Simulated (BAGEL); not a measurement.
# A workflow on CH5FOSn (SMILES C[O][SnH2][F])

We compute a single-point energy (HF/ANO-RCC-VDZP), then a single-point energy (NEVPT2(2,2)/ANO-RCC-VDZP) of CH5FOSn. 

The calculation is run with BAGEL 1.2.2.

## Step 1: The structure to begin with

CH5FOSn has 9 atoms, charge 0, and is taken as a singlet. SMILES: `C[O][SnH2][F]`. The Sn3–F4 distance was set to 4.423 Å, away from the relaxed value. At this shape a bond of the SMILES string is far longer than usual.

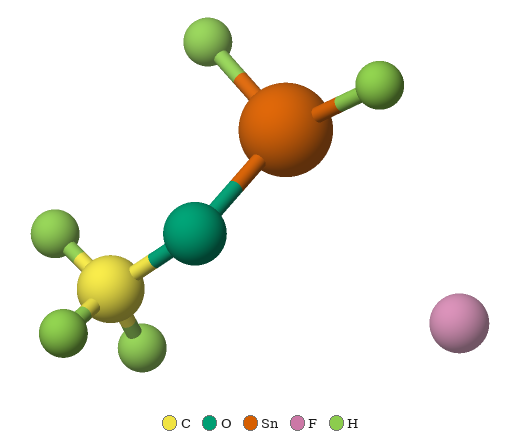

Viewed from a chosen angle; carbon yellow, oxygen teal, tin orange, fluorine pink, hydrogen green.

## Step 2: The energy at HF/ANO-RCC-VDZP (DKH2, density fitting with AutoAux) (run 1)

input.json

```json
{ "bagel" : [

{
  "title" : "molecule",
  "basis" : "ano-rcc-vdzp.json",
  "df_basis" : "ano-rcc-vdzp-autoaux.json",
  "angstrom" : true,
  "dkh" : true,
  "geometry" : [
    { "atom" : "C", "xyz" : [    0.905771,    1.686201,   -2.379499 ] },
    { "atom" : "O", "xyz" : [    1.255271,    0.395101,   -2.823399 ] },
    { "atom" : "Sn", "xyz" : [   -0.012229,   -1.075099,   -2.693399 ] },
    { "atom" : "F", "xyz" : [   -0.697400,   -1.629400,    1.640500 ] },
    { "atom" : "H", "xyz" : [    1.700571,    2.373801,   -2.680699 ] },
    { "atom" : "H", "xyz" : [   -0.033329,    2.045001,   -2.822999 ] },
    { "atom" : "H", "xyz" : [    0.809371,    1.731501,   -1.288699 ] },
    { "atom" : "H", "xyz" : [   -1.528729,   -0.610999,   -3.309499 ] },
    { "atom" : "H", "xyz" : [    0.787171,   -2.455799,   -3.255999 ] }
  ]
},
{
  "title" : "hf"
},
{
  "title" : "print",
  "file" : "orbitals.molden",
  "orbitals" : true
}

]}
```

The basis set ANO-RCC-VDZP is read from a file made from the Basis Set Exchange's data (not shown).

Launch:

```
$ BAGEL_NUM_THREADS=1 BAGEL input.json > input.out
```

The program printed:

```text
* using 1 threads per process

  ===============================================================
  ===============================================================

  *** Geometry ***

  { "atom" : "C", "xyz" : [      1.711659,      3.186458,     -4.496601 ] },
  { "atom" : "O", "xyz" : [      2.372118,      0.746633,     -5.335451 ] },
  { "atom" : "Sn", "xyz" : [     -0.023109,     -2.031643,     -5.089786 ] },
  { "atom" : "F", "xyz" : [     -1.317895,     -3.079120,      3.100096 ] },
  { "atom" : "H", "xyz" : [      3.213613,      4.485834,     -5.065787 ] },
  { "atom" : "H", "xyz" : [     -0.062983,      3.864492,     -5.334695 ] },
  { "atom" : "H", "xyz" : [      1.529490,      3.272063,     -2.435288 ] },
  { "atom" : "H", "xyz" : [     -2.888879,     -1.154621,     -6.254047 ] },
  { "atom" : "H", "xyz" : [      1.487538,     -4.640788,     -6.152946 ] },

  Number of auxiliary basis functions:     1200

  Since a DF basis is specified, we compute 2- and 3-index integrals:
    o Being stored without compression. Storage requirement is 0.116 GB

  Number of basis functions:      110
  Number of electrons      :       78

    * METHOD: MOLECULE                             3.31

  *** RHF ***

  === Nuclear Repulsion ===
   327.6792506498

      * DIIS with orbital gradients will be used.

  === RHF iteration (ano-rcc-vdzp.json) ===
      0      -6387.05443226          0.02213082           0.80
      1      -6385.62122788          0.03636630           0.71
      2      -6387.45495525          0.00973147           0.68
      3      -6387.54581986          0.00287160           0.69
      4      -6387.55498860          0.00092613           0.70
      5      -6387.55643907          0.00029682           0.70
      6      -6387.55686088          0.00014715           0.75
      7      -6387.55715283          0.00007110           0.80
      8      -6387.55718927          0.00002660           0.78
      9      -6387.55719720          0.00001382           0.76
     10      -6387.55719821          0.00000451           0.77
     11      -6387.55719831          0.00000210           0.75
     12      -6387.55719832          0.00000075           0.77
     13      -6387.55719833          0.00000054           0.75
     14      -6387.55719833          0.00000020           0.77
     15      -6387.55719832          0.00000009           0.76
     16      -6387.55719833          0.00000004           0.76
     17      -6387.55719832          0.00000002           0.76
     18      -6387.55719833          0.00000002           0.79
     19      -6387.55719833          0.00000001           0.78
    * SCF iteration converged.

    * Permanent dipole moment:
           (   -0.509908,    -1.106301,     6.805876) a.u.

    * METHOD: HF                                  17.72

    * METHOD: PRINT                                0.03

  ===============================================================
```

Wall time 21 s (1 thread of Arm Neoverse V1, shared host); peak memory 0.41 GiB.

## Step 3: A single-point energy at NEVPT2(2,2)/ANO-RCC-VDZP (DKH2, density fitting with AutoAux) (run 2)

job.json

```json
{ "bagel" : [

{
  "title" : "molecule",
  "basis" : "ano-rcc-vdzp.json",
  "df_basis" : "ano-rcc-vdzp-autoaux.json",
  "angstrom" : true,
  "dkh" : true,
  "geometry" : [
    { "atom" : "C", "xyz" : [    0.905771,    1.686201,   -2.379499 ] },
    { "atom" : "O", "xyz" : [    1.255271,    0.395101,   -2.823399 ] },
    { "atom" : "Sn", "xyz" : [   -0.012229,   -1.075099,   -2.693399 ] },
    { "atom" : "F", "xyz" : [   -0.697400,   -1.629400,    1.640500 ] },
    { "atom" : "H", "xyz" : [    1.700571,    2.373801,   -2.680699 ] },
    { "atom" : "H", "xyz" : [   -0.033329,    2.045001,   -2.822999 ] },
    { "atom" : "H", "xyz" : [    0.809371,    1.731501,   -1.288699 ] },
    { "atom" : "H", "xyz" : [   -1.528729,   -0.610999,   -3.309499 ] },
    { "atom" : "H", "xyz" : [    0.787171,   -2.455799,   -3.255999 ] }
  ]
},
{
  "title" : "hf"
},
{
  "title" : "nevpt2",
  "nstate" : 1,
  "nact" : 2,
  "nclosed" : 38,
  "active" : [39, 40],
  "maxiter" : 200,
  "natocc" : true,
  "ncore" : 21
},
{
  "title" : "print",
  "file" : "orbitals.molden",
  "orbitals" : true
}

]}
```

The basis set ANO-RCC-VDZP is read from a file made from the Basis Set Exchange's data (not shown).

Launch:

```
$ BAGEL_NUM_THREADS=1 BAGEL job.json > job.out
```

The program printed:

```text
* using 1 threads per process

  ===============================================================
  ===============================================================

  *** Geometry ***

  { "atom" : "C", "xyz" : [      1.711659,      3.186458,     -4.496601 ] },
  { "atom" : "O", "xyz" : [      2.372118,      0.746633,     -5.335451 ] },
  { "atom" : "Sn", "xyz" : [     -0.023109,     -2.031643,     -5.089786 ] },
  { "atom" : "F", "xyz" : [     -1.317895,     -3.079120,      3.100096 ] },
  { "atom" : "H", "xyz" : [      3.213613,      4.485834,     -5.065787 ] },
  { "atom" : "H", "xyz" : [     -0.062983,      3.864492,     -5.334695 ] },
  { "atom" : "H", "xyz" : [      1.529490,      3.272063,     -2.435288 ] },
  { "atom" : "H", "xyz" : [     -2.888879,     -1.154621,     -6.254047 ] },
  { "atom" : "H", "xyz" : [      1.487538,     -4.640788,     -6.152946 ] },

  Number of auxiliary basis functions:     1200

  Since a DF basis is specified, we compute 2- and 3-index integrals:
    o Being stored without compression. Storage requirement is 0.116 GB

  Number of basis functions:      110
  Number of electrons      :       78

    * METHOD: MOLECULE                             3.33

  *** RHF ***

  === Nuclear Repulsion ===
   327.6792506498

      * DIIS with orbital gradients will be used.

  === RHF iteration (ano-rcc-vdzp.json) ===
      0      -6387.05443226          0.02213082           0.78
      1      -6385.62122788          0.03636630           0.76
      2      -6387.45495525          0.00973147           0.79
      3      -6387.54581986          0.00287160           0.82
      4      -6387.55498860          0.00092613           0.79
      5      -6387.55643907          0.00029682           0.79
      6      -6387.55686088          0.00014715           0.78
      7      -6387.55715283          0.00007110           0.78
      8      -6387.55718927          0.00002660           0.78
      9      -6387.55719720          0.00001382           0.78
[... 6 lines of this table left out ...]
     16      -6387.55719833          0.00000004           0.80
     17      -6387.55719832          0.00000002           0.78
     18      -6387.55719833          0.00000002           0.80
     19      -6387.55719833          0.00000001           0.75
    * SCF iteration converged.

    * Permanent dipole moment:
           (   -0.509908,    -1.106301,     6.805876) a.u.

    * METHOD: HF                                  18.26

    * freezing 21 orbitals
  ---------------------------
      CASSCF calculation
  ---------------------------

    ==== Active orbitals : =====
         Orbital 39
         Orbital 40
    ============================

    * nstate   :      1
    * nclosed  :     38
    * nact     :      2
    * nvirt    :     70
  === CASSCF iteration (ano-rcc-vdzp.json) ===

    * Using the second-order algorithm

      0  0     -6387.55815525     1.48e-03      0.24

      1  0     -6387.57706129     1.13e-03      3.31

      2  0     -6387.57984267     1.81e-03      4.60

      3  0     -6387.58289418     2.20e-03      4.53

      4  0     -6387.58726185     2.81e-03      4.38

[... 33 lines of this table left out ...]

     22  0     -6387.64625216     1.54e-08      4.00

     23  0     -6387.64625216     6.34e-09      2.92

    * Second-order optimization converged. *

     guess   0:   closed 1.                   open ..

  === FCI iteration ===

      0  0     -6387.42877573     1.47e-01      0.00
      1  0     -6387.61275226     4.69e-02      0.00
      2  0 *   -6387.64625216     3.18e-16      0.00

     * ci vector, state   0, <S^2> = 0.0000
       2.    -0.7570922271
       .2     0.6533080129

  === DF-NEVPT2 calculation ===

    * 3-index integral transformation done
    * assembly done

      NEVPT2 correlation energy:   -0.9985624512      0.57

          (+0)     -0.8050881783
          (+0)'    -0.1002021134
          (+1)     -0.0238244054
          (+1)'    -0.0040062492
          (+2)     -0.0000379614
          (-1)     -0.0621976665
          (-1)'    -0.0031223629
          (-2)     -0.0000835141

      NEVPT2 total energy:       -6388.6448146080

    * METHOD: NEVPT2                             104.69

    * METHOD: PRINT                                0.03

  ===============================================================
```

Run time: 2.1 min. Hardware: 1 thread of Arm Neoverse V1, shared host; peak memory 0.43 GiB.

## Step 4: Results

```
                                     quantity           value
         run 1, HF/ANO-RCC-VDZP: total energy  -6387.55720 Eh
        run 1, HF/ANO-RCC-VDZP: dipole moment         17.57 D
          run 1, HF/ANO-RCC-VDZP: HOMO energy        -8.58 eV
          run 1, HF/ANO-RCC-VDZP: LUMO energy        -3.22 eV
        run 1, HF/ANO-RCC-VDZP: HOMO–LUMO gap         5.36 eV
run 2, NEVPT2(2,2)/ANO-RCC-VDZP: total energy  -6388.64481 Eh
```

**Reading.** One bond (run 1, HF/ANO-RCC-VDZP) is far stretched, which a spin-restricted single reference describes badly; a broken-symmetry solution may lie lower.
